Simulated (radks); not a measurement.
Atomic mercury (Hg); electrons: [Xe] 4f14 5d10 6s1 6p1 (open shells shared over both j by 2j + 1). Level of theory: Dirac Kohn-Sham, PBE, spin-unpolarised, spherical densities, finite nucleus. Computed with the in-house radial solver radks.

```
Z 80
configuration [Xe] 4f14 5d10 6s1 6p1
relativity Dirac
functional pbe,pbe
spin unpolarised
j_filling average
nucleus finite rms 5.4648 fm
c 137.035999084
```

Wanted: the number of electrons inside radius r (solid) and the radial density 4πr²ρ (dashed).

The count levels off at 80 electrons. Half of them lie within 0.377 bohr, 90 % within 1.38 bohr and 99 % within 3.58 bohr. The radial density has minima at 0.0220, 0.0914 and 0.261 bohr, where the count stands at 2.0, 11.1 and 30.1; these part the shells that the density resolves.

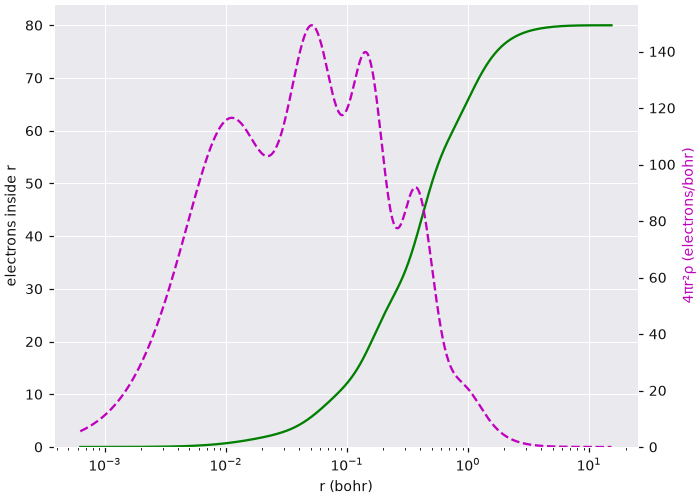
